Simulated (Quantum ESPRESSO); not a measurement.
**CsPbCl3 (Pm-3m): freezing in an unstable mode**

Aim: the energy of CsPbCl3 (Pm-3m) along its softest mode at Γ, fitted by an even polynomial.

Main program and level: Quantum ESPRESSO 7.5; DFT LDA, scalar-relativistic, plane waves, PseudoDojo norm-conserving pseudopotentials.

## 1. The relaxed structure

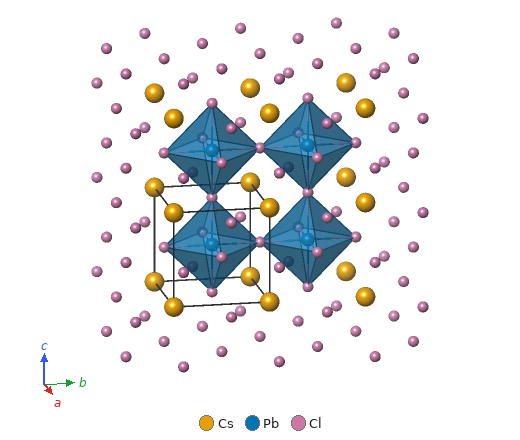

The cell as given, slightly off an axis (caesium orange, lead blue, chlorine pink). 1×2×2 cells are drawn. Some periodic images of atoms are drawn too.

As a file:

```xyz
5
Lattice="5.5290 0.0000 0.0000 0.0000 5.5290 0.0000 0.0000 0.0000 5.5290" Properties=species:S:1:pos:R:3 pbc="T T T"
Cs    0.0000    0.0000    0.0000
Pb    2.7645    2.7645    2.7645
Cl    2.7645    2.7645    0.0000
Cl    0.0000    2.7645    2.7645
Cl    2.7645    0.0000    2.7645
```

This is the cell after its relaxation at this level of theory, not the database cell from which that began.

## 2. The unstable mode

Linear response at Γ, with the sum rule, finds imaginary modes; the lowest is taken, along z where it is degenerate, and its pattern is scaled so that the atom that moves most moves by Q. Cutoff 62 Ry, k mesh 4×4×4.

The log of the run:

```text
[banners, grids, parts of the stress and lines that vanish by symmetry left out]
Program DYNMAT v.7.5
     Reading Dynamical Matrix from file g.dyn
     ...Force constants read
     ...epsilon and Z* read
     A direction for q was not specified:TO-LO splitting will be absent

     Polarizability (A^3 units)
     multiply by 0.399972 for Clausius-Mossotti correction
        60.532886    0.000000    0.000000
         0.000000   60.532886    0.000000
[...]
IR activities are in (D/A)^2/amu units

# mode   [cm-1]    [THz]      IR
    1    -37.39   -1.1209    0.4907
    2    -37.39   -1.1209    0.4907
[...]
14    160.70    4.8177   16.3794
   15    160.70    4.8177   16.3794

Electronic dielectric permittivity tensor (relative, adimensional)
[...]
... with zone-center polar mode contributions
[...]
0.000000   14.194754   -0.000000
        -0.000000   -0.000000   14.194754

=------------------------------------------------------------------------------=
   JOB DONE.
=------------------------------------------------------------------------------=
[end of the log left out, with the tail of the file of modes that dynmat.x writes under the same name]
```

The mode has the frequency 37.4i cm⁻¹ and the mass m = Σ Mᵢ uᵢ² = 104.73 u for this scaling.

| atom | x | y | z |
| --- | --- | --- | --- |
| Cs1 | 0.000 | 0.000 | 0.504 |
| Pb2 | 0.000 | 0.000 | 0.015 |
| Cl3 | 0.000 | 0.000 | 0.023 |
| Cl4 | 0.000 | 0.000 | -1.000 |
| Cl5 | 0.000 | 0.000 | -1.000 |

## 3. Energies along the mode

Single points at fixed cell, with no other coordinate relaxed.

From the run at Q = 0.044 Å; the symmetric cell has -3895.8118 eV:

The log of the run:

```text
[banners, grids, parts of the stress and lines that vanish by symmetry left out]
[banner, memory and clock lines left out]
Program PWSCF v.7.5

[...]
kinetic-energy cutoff     =      62.0000  Ry
     charge density cutoff     =     248.0000  Ry
     scf convergence threshold =      1.0E-11
[...]
Exchange-correlation= SLA  PW   NOGX NOGC
                           (   1   4   0   0   0   0   0)
[...]
8 Sym. Ops. (no inversion) found
[...]
number of k points=    18
[...]
End of self-consistent calculation
[...]
highest occupied, lowest unoccupied level (ev):     4.4781    6.0393
!    total energy              =    -286.33692652 Ry
[...]
convergence has been achieved in  12 iterations
[...]
atom    1 type  1   force =     0.00000000    0.00000000    0.00057963
     atom    2 type  2   force =     0.00000000    0.00000000    0.00002178
     atom    3 type  3   force =     0.00000000    0.00000000   -0.00000099
     atom    4 type  3   force =     0.00000000    0.00000000   -0.00030021
     atom    5 type  3   force =     0.00000000    0.00000000   -0.00030021
     Total force =     0.000719     Total SCF correction =     0.000002

     XML data file, charge density, pseudopotentials, collected wavefunctions
```

The point at Q = 0.348 Å is held back.

| Q (Å) | energy change (meV/cell) |
| --- | --- |
| 0 | 0.00 |
| 0.044 | -0.51 |
| 0.087 | -1.92 |
| 0.131 | -4.03 |
| 0.174 | -6.38 |
| 0.218 | -8.59 |
| 0.261 | -10.00 |
| 0.305 | -10.06 |
| 0.348 | ? |
| 0.392 | -3.29 |

## 4. The fit

Least squares on E = a Q² + b Q⁴ + c Q⁶ gives a = -265 meV/Å², b = 1845 meV/Å⁴ and c = -1696 meV/Å⁶. The minimum lies at Q = 0.284 Å, 10.3 meV a cell below the symmetric structure.

The curvature at Q = 0 is m ω² = 2a, so ω = 521.47 √(2a/m) cm⁻¹ with a in eV/Å² and m in u: 37.1i cm⁻¹, against 37.4i from linear response. At Q = 0.348 Å the fit predicts -8.03 meV.

## 5. The point that was held back

The log of the run:

```text
[banners, grids, parts of the stress and lines that vanish by symmetry left out]
[banner, memory and clock lines left out]
Program PWSCF v.7.5

[...]
kinetic-energy cutoff     =      62.0000  Ry
     charge density cutoff     =     248.0000  Ry
     scf convergence threshold =      1.0E-11
[...]
Exchange-correlation= SLA  PW   NOGX NOGC
                           (   1   4   0   0   0   0   0)
[...]
8 Sym. Ops. (no inversion) found
[...]
number of k points=    18
[...]
End of self-consistent calculation
[...]
highest occupied, lowest unoccupied level (ev):     3.9731    6.0317
!    total energy              =    -286.33748383 Ry
[...]
convergence has been achieved in  12 iterations
[...]
atom    1 type  1   force =     0.00000000    0.00000000    0.00114176
     atom    2 type  2   force =     0.00000000    0.00000000   -0.00228751
     atom    3 type  3   force =     0.00000000    0.00000000   -0.00223327
     atom    4 type  3   force =     0.00000000    0.00000000    0.00168951
     atom    5 type  3   force =     0.00000000    0.00000000    0.00168951
     Total force =     0.004151     Total SCF correction =     0.000002

     XML data file, charge density, pseudopotentials, collected wavefunctions
```

It lies at -8.10 meV, 0.06 meV from the prediction.

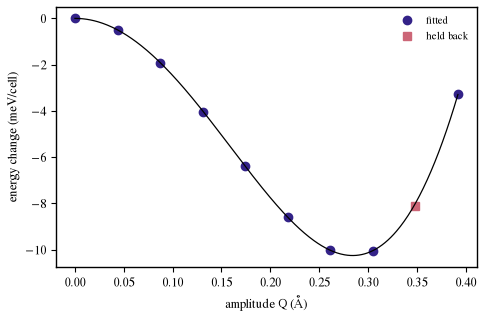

Energy along the mode, with the fit.

## 6. What came out

```yaml
depth_of_the_well: 10.3 meV a cell
amplitude_at_the_minimum: 0.28 Å
```

Along this mode CsPbCl3 (Pm-3m) gains 10.3 meV a cell at Q = 0.28 Å, which is 0.40 times k_BT at 300 K. The curvature of the fit and the linear response differ by 1 % in frequency. Strain and the other modes were held fixed; relaxing them can only deepen the well. A depth for one cell is no transition temperature: that needs the coupling between cells.

[Host names and launcher messages were left out of these logs when they were recorded.]

[Logs are printed without paths, hosts, clocks, repeated set-up lines and the standing remarks that a program may print on its own settings, such as how far it seeks lower states.]

[Hosts, paths, dates, database ids (printed as entryN), source tags and the programs' standing remarks are cut or masked in the printed files.]
